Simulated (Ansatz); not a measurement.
## Computed scan of one atom of the cell: GaSb (zinc blende)

Starting cell, GaSb (zinc blende):

```
CELL_PARAMETERS angstrom
      0.00000     6.13244     6.13244
      3.06622     0.00000     3.06622
      3.06622     3.06622     0.00000
ATOMIC_POSITIONS crystal
  Sb 0.37500 0.75000 0.75000
  Sb 0.87500 0.75000 0.75000
  Ga 0.00000 0.00000 0.00000
  Ga 0.50000 0.00000 0.00000
```

Scan: atom 1 (Sb, nearest neighbour Ga at 2.655 Å; its periodic images, 4.3 Å or more away, move with it) is displaced along Cartesian z, direction (0.000, 0.000, 1.000) in Cartesian axes, by s. The other atoms stay.

Level of theory: r2SCAN (plane waves to 500 eV, PAW, scalar-relativistic; Ansatz, a quantum-chemistry and plane-wave program). k mesh 11×11×11 (Γ-centred), Fermi-Dirac smearing 0.05 eV. The energy includes the smearing's −TS. Compression counts positive. As the smearing reaches across the gap at some points, energies and forces of such displacements shift with the k mesh and the smearing. GaSb was relaxed with its symmetry unable to fall. Spin-orbit coupling is left out, though Sb is heavy. ΔE is measured from the undisplaced structure.

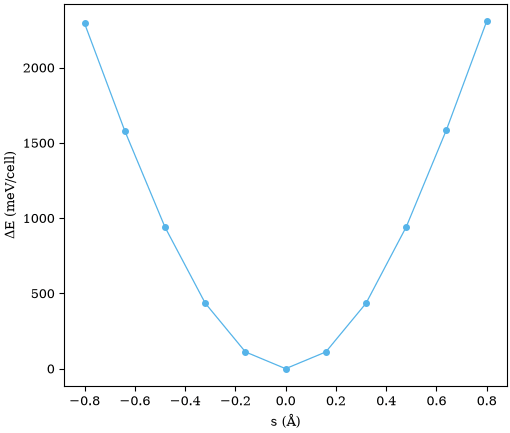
Figure: ΔE (meV/cell) against s (Å); one marker a computed point.

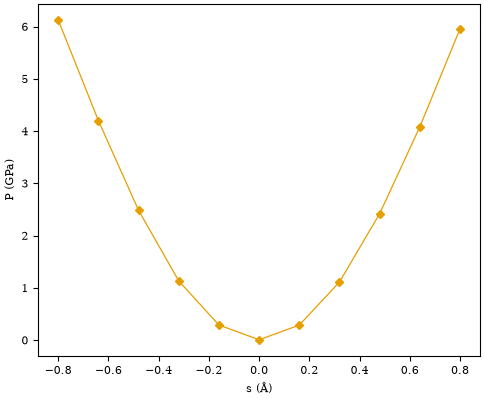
*P (GPa) against s (Å); computed points joined by lines.*

The energy at s = 0.800 Å is 2308 meV/cell, the force along the line at s = -0.800 Å comes out as 4.55 eV/Å and the force constant k = d²E/ds² at s = 0 (finite differences) is 8.77 eV/Å². Harmonic estimate at the end of the scan: ½ks² = 2806 meV/cell against the computed 2308 meV/cell, so the well is softer than harmonic there. Shape of the curve: a single well with its minimum at or next to zero displacement.

The forces along the line at the two nearest points give (1.383 − (-1.380)) / (2·0.160) = 8.63 eV/Å²; the next pair corrects for the finite step.

(A displaced cell: forces are minus the slopes of the energy, force constants its curvatures, and phonons follow from these.)
